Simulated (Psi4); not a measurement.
# Si2H4F2 (SMILES F[SiH2][SiH2]F) at r2SCAN/6-31G(d) (spherical functions)

Aim: the vertical singlet–triplet gap of Si2H4F2 at r2SCAN/6-31G* (spherical functions), from 2 runs. 

Program for the calculation: Psi4 1.11.

2 further runs of the same task are left out: 2 set aside as unsound or not needed.

### Step 1. The molecule

Si2H4F2 has 8 atoms, charge 0, and is taken as a singlet. SMILES: `F[SiH2][SiH2]F`. Geometry: relaxed at PBE0-D4/def2-TZVP. This is one conformer, not always the lowest.

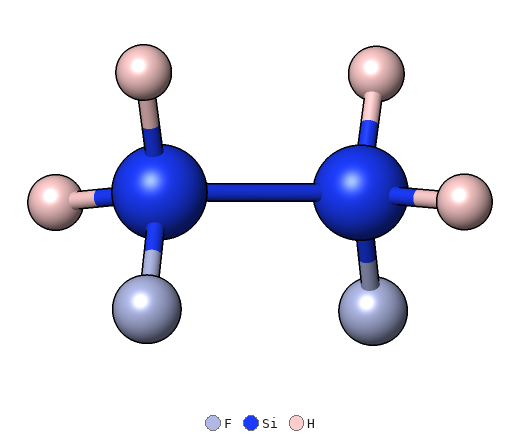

Viewed from a chosen angle; fluorine light blue, silicon blue, hydrogen pink.

### Step 2. Energy and forces at r2SCAN/6-31G(d) (spherical functions)

The input, f2h4si2.dat:

```
memory 2200 MB

molecule {
  0 1
  F     -3.65624211     2.27863176    -0.51872982
  Si    -0.67614401     2.13180004     0.02343260
  Si     0.67765579    -2.09684011     0.08333692
  F      0.53101304    -3.29190291    -2.70004069
  H      0.64269585     3.61731375    -1.95964599
  H     -0.18859467     3.29511544     2.53525657
  H      3.35388593    -2.19964121     0.93617032
  H     -0.90158833    -3.66965916     1.78919269
  units au
  symmetry c1
}

set {
  basis                6-31G*
  puream               true
  e_convergence        1e-09
  d_convergence        1e-08
  scf_type             pk
  dft_radial_points    99
  dft_spherical_points 590
}

result, w = gradient("r2scan", return_wfn=True)
oeprop(w, "WIBERG_LOWDIN_INDICES", "LOWDIN_CHARGES", "MULLIKEN_CHARGES", title="R2SCAN")
```

On the command line:

```
psi4 -n 1 f2h4si2.dat f2h4si2.out
```

f2h4si2.out:

```text
[...]
  Running in c1 symmetry.
[...]
  Nuclear repulsion =  221.605032025805230
[...]
  Multiplicity = 1
[...]
  Nalpha       = 25
  Nbeta        = 25
[...]
    Number of basis functions: 72
[...]
   @RKS iter   1:  -780.90193414379394   -4.77348e-01   6.64228e-03 ADIIS/DIIS
[...]
   @RKS iter  11:  -780.98753304501861   -1.13687e-13   1.91253e-09 DIIS
[...]
  @RKS Final Energy:  -780.98753304501861
   => Energetics <=
    Nuclear Repulsion Energy =            221.6050320258052295
    One-Electron Energy =               -1525.4674147038188039
    Two-Electron Energy =                 587.1404704988607364
    DFT Exchange-Correlation Energy =     -64.2656208658657704
    Empirical Dispersion Energy =           0.0000000000000000
    VV10 Nonlocal Energy =                  0.0000000000000000
    Total Energy =                       -780.9875330450186084
[...]
 Multipole Moments:
 ------------------------------------------------------------------------------------
     Multipole            Electronic (a.u.)      Nuclear  (a.u.)        Total (a.u.)
 ------------------------------------------------------------------------------------
 L = 1.  Multiply by 2.5417464519 to convert [e a0] to [Debye]
 Dipole X            :         -3.1277492            3.5828033            0.4550541
 Dipole Y            :         -1.0484392            1.2010570            0.1526178
 Dipole Z            :         -3.3261725            3.8103377            0.4841652
 Magnitude           :                                                    0.6817495
[...]
  -Total Gradient:
     Atom            X                  Y                   Z
    ------   -----------------  -----------------  -----------------
       1        0.011112129468    -0.000345930817     0.001921029299
       2       -0.007416006881     0.003955971614    -0.001671192882
       3        0.000384286286    -0.006311926199    -0.005743602606
       4        0.000514854198     0.004231987657     0.010422202993
       5       -0.002022246103    -0.000668577461     0.000633900899
       6       -0.001624959270    -0.000578391527    -0.001437900959
       7       -0.001364481867    -0.000424461478    -0.001741757025
       8        0.000640091954     0.000216247152    -0.002145017046
[...]
  Mulliken Charges: (a.u.)
   Center  Symbol    Alpha    Beta     Spin     Total
       1     F     4.70377  4.70377  0.00000 -0.40754
       2    SI     6.70667  6.70667  0.00000  0.58665
       3    SI     6.70668  6.70668  0.00000  0.58664
       4     F     4.70377  4.70377  0.00000 -0.40755
       5     H     0.54122  0.54122  0.00000 -0.08244
       6     H     0.54834  0.54834  0.00000 -0.09667
       7     H     0.54834  0.54834  0.00000 -0.09667
       8     H     0.54121  0.54121  0.00000 -0.08242
   Total alpha = 25.00000, Total beta = 25.00000, Total charge = -0.00000
[...]
```

Wall time 55 s (1 thread of Intel Xeon Platinum 8259CL at 2.50GHz (Skylake/Cascade Lake), shared host); peak memory 1.2 GiB.

### Step 3. The triplet at the same level

The input, f2h4si2.json:

```json
{
  "schema_name": "qcschema_input",
  "schema_version": 1,
  "molecule": {
    "schema_name": "qcschema_molecule",
    "schema_version": 2,
    "symbols": ["F", "Si", "Si", "F", "H", "H", "H", "H"],
    "geometry": [-3.65624211, 2.27863176, -0.51872982, -0.67614401, 2.13180004, 0.0234326, 0.67765579, -2.09684011, 0.08333692, 0.53101304, -3.29190291, -2.70004069, 0.64269585, 3.61731375, -1.95964599, -0.18859467, 3.29511544, 2.53525657, 3.35388593, -2.19964121, 0.93617032, -0.90158833, -3.66965916, 1.78919269],
    "molecular_charge": 0,
    "molecular_multiplicity": 3,
    "fix_symmetry": "c1"
  },
  "driver": "gradient",
  "model": {
    "method": "r2scan",
    "basis": "6-31G*"
  },
  "keywords": {
    "reference": "uks",
    "puream": true,
    "e_convergence": 1e-09,
    "d_convergence": 1e-08,
    "scf_type": "pk",
    "dft_radial_points": 99,
    "dft_spherical_points": 590,
    "maxiter": 100
  }
}
```

On the command line:

```
psi4 --qcschema f2h4si2.json -n 1 --memory 2200MB
```

stdout, cut to the lines that bear on the results:

```text
[...]
  Running in c1 symmetry.
[...]
  Nuclear repulsion =  221.605032025805230
[...]
  Multiplicity = 3
[...]
  Nalpha       = 26
  Nbeta        = 24
[...]
    Number of basis functions: 72
[...]
   @UKS iter   1:  -780.70693211199580   -2.82346e-01   6.31468e-03 DIIS/ADIIS
[...]
   @UKS iter  15:  -780.78684352795312   -3.41061e-13   1.37005e-09 DIIS
[...]
   @S^2 Observed:                2.003297489E+00
[...]
  @UKS Final Energy:  -780.78684352795312
   => Energetics <=
    Nuclear Repulsion Energy =            221.6050320258052295
    One-Electron Energy =               -1524.2051933370335064
    Two-Electron Energy =                 585.9768170060200418
    DFT Exchange-Correlation Energy =     -64.1634992227449743
    Empirical Dispersion Energy =           0.0000000000000000
    VV10 Nonlocal Energy =                  0.0000000000000000
    Total Energy =                       -780.7868435279531241
[...]
 Multipole Moments:
 ------------------------------------------------------------------------------------
     Multipole            Electronic (a.u.)      Nuclear  (a.u.)        Total (a.u.)
 ------------------------------------------------------------------------------------
 L = 1.  Multiply by 2.5417464519 to convert [e a0] to [Debye]
 Dipole X            :         -3.0681216            3.5828033            0.5146817
 Dipole Y            :         -1.0283608            1.2010570            0.1726962
 Dipole Z            :         -3.2628048            3.8103377            0.5475328
 Magnitude           :                                                    0.7710470
[...]
  -Total Gradient:
     Atom            X                  Y                   Z
    ------   -----------------  -----------------  -----------------
       1        0.018202409154    -0.000748087585    -0.004753525881
       2       -0.012762812083    -0.012245584886     0.000946805592
       3       -0.001390169988     0.007499682239    -0.015944512204
       4       -0.006704673390     0.004595714282     0.016964811504
       5       -0.009827999218     0.009955752021     0.003103153600
       6        0.013702941281     0.000151815540    -0.006931915888
       7       -0.008019901699     0.001751407730     0.012979162429
       8        0.007004113665    -0.010892377122    -0.006147318155
[...]
```

The result, in JSON:

```text
{
 "driver": "gradient",
 "model": {
  "method": "r2scan",
  "basis": "6-31G*"
 },
 "success": true,
 "return_result": [0.018202409153696086, -0.0007480875854702015, -0.004753525881405228, -0.012762812082764863, -0.012245584886091336, 0.000946805591681317, -0.0013901699882230842, 0.0074996822386504125, -0.015944512203952953, -0.006704673390376718, 0.004595714282108573, 0.0169648115040944, -0.00982799921787246, 0.00995575202122416, 0.0031031535996388915, 0.013702941280860359, 0.00015181554038194017, -0.006931915888333362, -0.008019901699107518, 0.0017514077295819296, 0.01297916242884202, 0.007004113665480746, -0.010892377121581115, -0.006147318154913067],
 "properties": {
  "calcinfo_nbasis": 72,
  "calcinfo_nmo": 72,
  "calcinfo_nalpha": 26,
  "calcinfo_nbeta": 24,
  "calcinfo_natom": 8,
  "nuclear_repulsion_energy": 221.60503202580523,
  "return_energy": -780.7868435279531,
  "return_gradient": [0.018202409153696086, -0.0007480875854702015, -0.004753525881405228, -0.012762812082764863, -0.012245584886091336, 0.000946805591681317, -0.0013901699882230842, 0.0074996822386504125, -0.015944512203952953, -0.006704673390376718, 0.004595714282108573, 0.0169648115040944, -0.00982799921787246, 0.00995575202122416, 0.0031031535996388915, 0.013702941280860359, 0.00015181554038194017, -0.006931915888333362, -0.008019901699107518, 0.0017514077295819296, 0.01297916242884202, 0.007004113665480746, -0.010892377121581115, -0.006147318154913067],
  "scf_one_electron_energy": -1524.2051933370335,
  "scf_two_electron_energy": 585.97681700602,
  "scf_xc_energy": -64.16349922274497,
  "scf_dipole_moment": [0.5146816956862401, 0.17269617322227937, 0.5475328344940751],
  "scf_total_energy": -780.7868435279531,
  "scf_total_gradient": [0.018202409153696086, -0.0007480875854702015, -0.004753525881405228, -0.012762812082764863, -0.012245584886091336, 0.000946805591681317, -0.0013901699882230842, 0.0074996822386504125, -0.015944512203952953, -0.006704673390376718, 0.004595714282108573, 0.0169648115040944, -0.00982799921787246, 0.00995575202122416, 0.0031031535996388915, 0.013702941280860359, 0.00015181554038194017, -0.006931915888333362, -0.008019901699107518, 0.0017514077295819296, 0.01297916242884202, 0.007004113665480746, -0.010892377121581115, -0.006147318154913067],
  "scf_iterations": 15
 }
}
```

Wall time 94 s (1 thread of Intel Xeon Platinum 8259CL at 2.50GHz (Skylake/Cascade Lake), shared host); peak memory 1.2 GiB.

### Step 4. Summary of results

At r2SCAN/6-31G* (spherical functions):

| quantity | value |
| --- | --- |
| singlet: total energy | -780.98753 Eh |
| singlet: dipole moment | 1.73 D |
| singlet: HOMO energy | -7.29 eV |
| singlet: LUMO energy | -1.05 eV |
| singlet: HOMO–LUMO gap | 6.24 eV |
| singlet: largest force on an atom | 0.580 eV/Å |
| triplet: total energy | -780.78684 Eh |
| triplet: dipole moment | 1.96 D |
| triplet: HOMO energy (highest over α and β) | -2.41 eV |
| triplet: ⟨S²⟩ | 2.003 |
| triplet: largest force on an atom | 0.968 eV/Å |
| vertical energy of the triplet above the singlet | 5.461 eV |

**Reading.** At this shape the triplet lies 5.46 eV (126 kcal/mol) above the singlet. The largest force (singlet) is 0.58 eV/Å: the shape isn't a stationary point for this species at this level.
